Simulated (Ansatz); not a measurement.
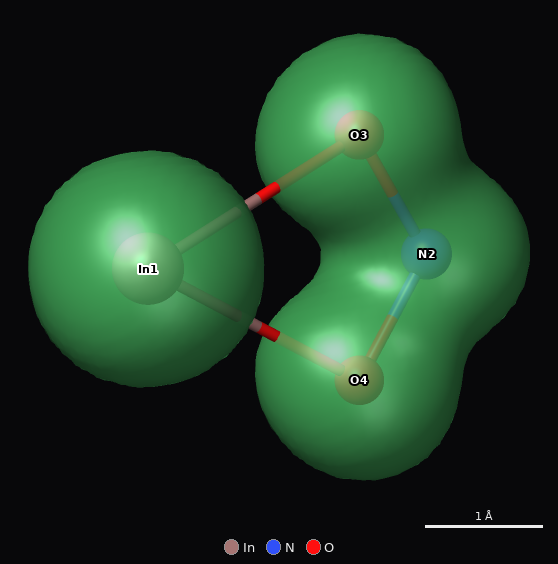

InNO2 (SMILES N1=[O+][In-2]=[O+]1). Isosurface of the electron density at 0.5 e/Å³ (green), seen at a tilt.

Geometry: r2SCAN-D4/def2-SVP; core potentials replace the inner electrons of In.

Level of theory: isolated molecule in a Gaussian basis; Kohn-Sham density functional theory, functional PBE0 in Ansatz.

The calculation's input:

```
basis:
  gaussian:
    orbitals: def2-TZVPD
crystal:
  periodic: [false, false, false]
  atoms:
    - {symbol: In, position_ang: [-1.710068, 1.637060, 1.506552]}
    - {symbol: N, position_ang: [-1.640810, -0.889420, 2.787569]}
    - {symbol: O, position_ang: [-0.682283, -0.079160, 2.824083]}
    - {symbol: O, position_ang: [-2.632655, -0.482393, 2.133929]}
hamiltonian:
  xc: pbe0
output:
  forces: true
  orbitals: {seedname: orbitals}
```

Command:

```sh
ansatz run input.yaml --threads 1 --pin off --max-ram 2610MiB --events-out events.jsonl --progress --plain --runs-dir runs
```

Question: What does this surface tell about the bonding?

Answer: At this value the surface falls into two separate pieces. It bridges the sampled N–O (1.26 Å) contacts, where the density stays above the isovalue. It is pinched off along the sampled In–O (2.40 Å) contacts. On the grid the lowest density along these lines, outside the cores, is 3.2 e/Å³ (N–O, 1.26 Å) and 0.33 e/Å³ (In–O, 2.40 Å).
